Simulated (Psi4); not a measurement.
# NOF (nitrosyl fluoride) at M06-2X/def2-TZVPP

What is the energy change on altering one bond length of NOF (nitrosyl fluoride) at M06-2X/def2-TZVPP? 

The results are computed with Psi4 1.11.

1 further run of the same task is left out (it didn't finish).

## Step 1: The system as given

NOF: 3 atoms, total charge 0, spin state singlet. As SMILES, `O=NF`. The coordinates come from a PBE0-D4/def2-TZVP relaxation.

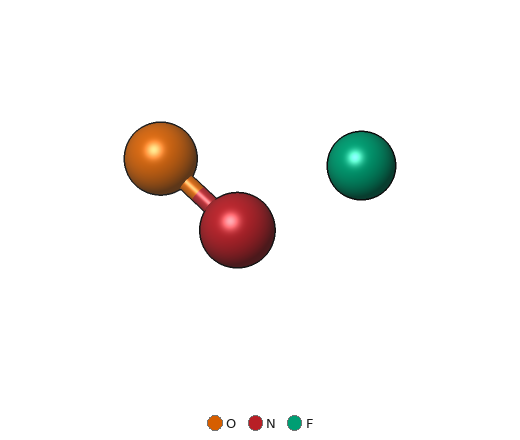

The structure, seen from a chosen angle (oxygen orange, nitrogen red, fluorine teal).

## Step 2: A single-point energy at M06-2X/def2-TZVPP

fno.py reads:

```python
import psi4

psi4.set_memory('2200 MB')
psi4.set_num_threads(1)
psi4.set_output_file('psi4.out', False)

geom = psi4.geometry("""
0 1
O      0.868350     0.242970     0.504740
N      0.148930    -0.482540     0.029910
F     -1.017290     0.239580    -0.534650
units angstrom
symmetry c1
""")

psi4.set_options({
    'basis': 'def2-TZVPP',
    'reference': 'rks',
    'puream': True,
    'e_convergence': 1e-09,
    'd_convergence': 1e-08,
    'scf_type': 'pk',
    'dft_radial_points': 99,
    'dft_spherical_points': 590,
})

e, wfn = psi4.energy("M06-2X", molecule=geom, return_wfn=True)
print(f'M06-2X energy: {e:.10f} Eh')
for k, v in sorted(psi4.core.scalar_variables().items()):
    print(f'{k:45s} {v:18.10f}')
```

The run is started by

```bash
python fno.py
```

psi4.out:

```text
[...]
  Running in c1 symmetry.
[...]
  Nuclear repulsion =   66.472921694977643
[...]
  Multiplicity = 1
[...]
  Nalpha       = 12
  Nbeta        = 12
[...]
    Number of basis functions: 93
[...]
   @RKS iter   1:  -229.66384728114369   -4.38786e-01   4.58819e-03 ADIIS/DIIS
[...]
   @RKS iter  11:  -229.72223184701474   -1.41824e-11   6.58664e-09 DIIS
[...]
    Orbital Energies [Eh]
    ---------------------
    Doubly Occupied:
       1A    -25.250939     2A    -19.791272     3A    -15.008469
       4A     -1.457911     5A     -1.313541     6A     -0.828083
       7A     -0.689356     8A     -0.655787     9A     -0.648306
      10A     -0.505712    11A     -0.501262    12A     -0.418747
[...]
  @RKS Final Energy:  -229.72223184701474
   => Energetics <=
    Nuclear Repulsion Energy =             66.4729216949776429
    One-Electron Energy =                -448.0032901777202028
    Two-Electron Energy =                 164.1834985056309790
    DFT Exchange-Correlation Energy =     -12.3753618699031538
    Empirical Dispersion Energy =           0.0000000000000000
    VV10 Nonlocal Energy =                  0.0000000000000000
    Total Energy =                       -229.7222318470147400
[...]
 Multipole Moments:
 ------------------------------------------------------------------------------------
     Multipole            Electronic (a.u.)      Nuclear  (a.u.)        Total (a.u.)
 ------------------------------------------------------------------------------------
 L = 1.  Multiply by 2.5417464519 to convert [e a0] to [Debye]
 Dipole X            :         -0.4487192            1.0164658            0.5677466
 Dipole Y            :          0.0009264           -0.1919967           -0.1910703
 Dipole Z            :         -0.0000000           -0.0000000           -0.0000000
 Magnitude           :                                                    0.5990359
[...]
```

The script printed:

```text
M06-2X energy: -229.7222318470 Eh
CURRENT ENERGY                                   -229.7222318470
CURRENT REFERENCE ENERGY                         -229.7222318470
DD SOLVATION ENERGY                                 0.0000000000
DFT FUNCTIONAL TOTAL ENERGY                      -229.7222318470
DFT TOTAL ENERGY                                 -229.7222318470
DFT VV10 ENERGY                                     0.0000000000
DFT XC ENERGY                                     -12.3753618699
GRID ELECTRONS ALPHA                               11.9999999438
GRID ELECTRONS BETA                                11.9999999438
GRID ELECTRONS TOTAL                               23.9999998875
NUCLEAR REPULSION ENERGY                           66.4729216950
ONE-ELECTRON ENERGY                              -448.0032901777
PCM POLARIZATION ENERGY                             0.0000000000
PE ENERGY                                           0.0000000000
SCF ITERATION ENERGY                             -229.7222318470
SCF ITERATIONS                                     11.0000000000
SCF TOTAL ENERGY                                 -229.7222318470
TWO-ELECTRON ENERGY                               164.1834985056
XC GRID RADIAL POINTS                              99.0000000000
XC GRID SPHERICAL POINTS                          590.0000000000
XC GRID TOTAL POINTS                           168222.0000000000
```

It took 30 s on 1 thread of Intel Xeon at 2.50GHz (Skylake/Cascade Lake), shared host; peak memory 1.3 GiB.

## Step 3: The distorted shape

calc.in reads:

```
memory 2200 mb

molecule geom {
  0 1
  O
  N 1 1.126674
  F 2 2.67 1 110.42285
  symmetry c1
}

set reference rks
set puream true
set e_convergence 1e-09
set d_convergence 1e-08
set scf_type pk
set dft_radial_points 99
set dft_spherical_points 590

energy_value, wavefunction = energy('m06-2x/def2-TZVPP', return_wfn=True)
oeprop(wavefunction, 'MULLIKEN_CHARGES', 'LOWDIN_CHARGES', 'DIPOLE', title='M06-2X')
```

The run is started by

```bash
psi4 calc.in calc.out -n 1
```

calc.out:

```text
[...]
  Running in c1 symmetry.
[...]
  Nuclear repulsion =   50.547766320535871
[...]
  Multiplicity = 1
[...]
  Nalpha       = 12
  Nbeta        = 12
[...]
    Number of basis functions: 93
[...]
   @RKS iter   1:  -229.40178716875349   -5.85788e-01   7.12555e-03 DIIS/ADIIS
[...]
   @RKS iter  17:  -229.61211549622564   -1.25056e-12   5.23636e-09 DIIS
[...]
    Orbital Energies [Eh]
    ---------------------
    Doubly Occupied:
       1A    -25.096266     2A    -19.948856     3A    -15.103362
       4A     -1.550493     5A     -1.123541     6A     -0.922172
       7A     -0.745239     8A     -0.744539     9A     -0.709863
      10A     -0.359481    11A     -0.358956    12A     -0.330008
[...]
  @RKS Final Energy:  -229.61211549622564
   => Energetics <=
    Nuclear Repulsion Energy =             50.5477663205358709
    One-Electron Energy =                -416.1507508516053804
    Two-Electron Energy =                 148.2874039407515738
    DFT Exchange-Correlation Energy =     -12.2965349059077038
    Empirical Dispersion Energy =           0.0000000000000000
    VV10 Nonlocal Energy =                  0.0000000000000000
    Total Energy =                       -229.6121154962256412
[...]
 Multipole Moments:
 ------------------------------------------------------------------------------------
     Multipole            Electronic (a.u.)      Nuclear  (a.u.)        Total (a.u.)
 ------------------------------------------------------------------------------------
 L = 1.  Multiply by 2.5417464519 to convert [e a0] to [Debye]
 Dipole X            :         -1.2016713           -1.4470172           -2.6486885
 Dipole Y            :          0.6030463            0.8904817            1.4935280
 Dipole Z            :         -0.0000000            0.0000000           -0.0000000
 Magnitude           :                                                    3.0407526
[...]
  Mulliken Charges: (a.u.)
   Center  Symbol    Alpha    Beta     Spin     Total
       1     O     3.91653  3.91653  0.00000  0.16695
       2     N     3.29799  3.29799  0.00000  0.40401
       3     F     4.78548  4.78548  0.00000 -0.57096
   Total alpha = 12.00000, Total beta = 12.00000, Total charge = -0.00000
  Lowdin Charges: (a.u.)
   Center  Symbol    Alpha    Beta     Spin     Total
       1     O     3.83287  3.83287  0.00000  0.33426
       2     N     3.37922  3.37922  0.00000  0.24156
       3     F     4.78791  4.78791  0.00000 -0.57581
[...]
```

It took 31 s on 1 thread of Intel Xeon at 2.50GHz (Skylake/Cascade Lake), shared host; peak memory 1.2 GiB.

## Step 4: What came out

At M06-2X/def2-TZVPP:

| quantity | value |
| --- | --- |
| first shape: total energy | -229.72223 Eh |
| first shape: dipole moment | 1.52 D |
| first shape: HOMO energy | -11.39 eV |
| first shape: LUMO energy | -1.89 eV |
| first shape: HOMO–LUMO gap | 9.51 eV |
| distorted shape: total energy | -229.61212 Eh |
| distorted shape: dipole moment | 7.73 D |
| distorted shape: HOMO energy | -8.98 eV |
| distorted shape: LUMO energy | -4.77 eV |
| distorted shape: HOMO–LUMO gap | 4.21 eV |
| energy change with the N2–F3 bond stretched from 1.483 to 2.670 Å | 2.996 eV |

With the N2–F3 bond stretched from 1.483 to 2.670 Å the energy rises by 3.00 eV (69 kcal/mol). The first shape isn't relaxed at this level, so the change isn't measured from a minimum. A restricted reference can't describe the breaking bond well at this length.
